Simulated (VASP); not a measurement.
Band structure of CaSe (rock salt). These are SCAN meta-GGA, VASP's PBE PAW potentials (set 64) (plane waves; VASP) values and carry that method's errors.

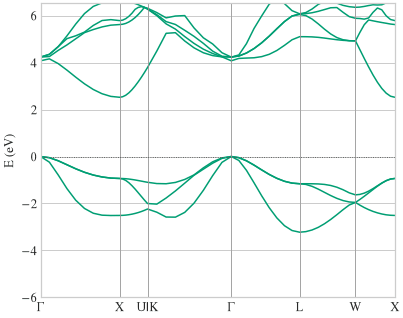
Fig. 1. Bands along high-symmetry lines, zero at the valence-band maximum or, without a gap, the Fermi level

**Question.** Read the plot: is there a gap, and where are the band edges?

**Answer.** The gap is indirect, 2.52 eV, from the valence maximum at Γ to the conduction minimum at X.

Measured: gap 3.85 eV (computed value off by -1.33 eV), as given by Abedi et al., (2022), arXiv:2211.14644.

The compound is CaSe in the rock salt structure. It was relaxed first.
